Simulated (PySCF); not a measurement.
# SnSe: bond curves at several levels of theory

What are the lowest state that PBE0 finds, the bond length, vibrational wavenumber and bond energy of SnSe, and how much do these hang on the method?

Computed with PySCF 2.14.0. Level: Sn def2-TZVPP with ECP28, Se def2-TZVPP, scalar-relativistic core potentials.

### Step 1. The job

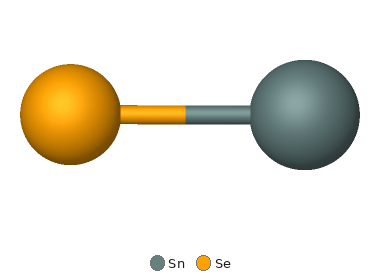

The two atoms at the starting distance (tin teal, selenium orange).

The job is set up so:

- atoms: Sn, Se
- charge: 0
- basis: Sn def2-TZVPP with ECP28, Se def2-TZVPP
- Hamiltonian: scalar-relativistic core potentials
- basis functions: 98
- electrons treated: 56
- masses in u: 119.9022, 79.9165
- levels: PBE0, PBE, r²SCAN, TPSSh, B97-3, PBEsol, MN15, ωB97M-V, HF, MP2, SCS-MP2, CCSD, CCSD(T)
- grid: 80 radial by 434 angular points
- occupations: held fixed by the projection of orbital angular momentum
- dissociation limit: Sn + Se, each in its ground configuration
- starting distance in angstrom: 2.465
- values of 2S to try: 0, 2, 4

On the command line:

```bash
> OMP_NUM_THREADS=2 python dia.py task.json out
```

Further steps of the session: First curve: PBE0; Higher solutions at PBE0; PBE (GGA); r²SCAN (meta-GGA); TPSSh; B97-3 (global hybrid GGA); PBEsol; MN15 (hybrid meta-GGA); ωB97M-V; RHF (mean field); Correlated methods on the Hartree–Fock reference.

Q: Predict the outcome of this session. Wanted: for each run, Re; ωe; De; μ.

The runs gave:

Lowest PBE0 solution found, without spin–orbit coupling: ¹Σ⁺ (singlet), closed shell. State 2 has its PBE0 minimum 1.99 eV higher. The other levels ran on the lowest alone.

```
      level  Re (Å)  ωe (cm⁻¹)  De (eV)  μ (D)
        RHF   2.310        362     2.34  -3.79
    RHF-MP2   2.322        340     4.69    n/a
RHF-SCS-MP2   2.327        339     4.52    n/a
   RHF-CCSD   2.320        346     4.20    n/a
RHF-CCSD(T)   2.337        330     4.52    n/a
        PBE   2.356        318     4.93  -2.91
     PBEsol   2.338        326     5.24  -2.81
     r²SCAN   2.332        333     4.75  -2.97
      TPSSh   2.335        331     4.71  -3.04
       PBE0   2.325        339     4.60  -3.13
      B97-3   2.339        334     4.63  -3.34
       MN15   2.314        344     4.46  -3.17
    ωB97M-V   2.306        355     4.44  -3.25
```

De is counted to Sn + Se in their ground configurations. A positive dipole means Sn(−)Se(+).

**Reading.** Bond lengths run from 2.306 Å (ωB97M-V) to 2.356 Å (PBE). Among the levels with a De in the table, it runs from 2.34 eV (RHF) to 5.24 eV (PBEsol).

Correlated steps freeze 13 core orbitals. Spin–orbit coupling is left out, which matters for elements this heavy, above all for dissociation energies. T1 is 0.020 near the minimum (highest on the curve 0.037), which may point to more than one leading configuration.
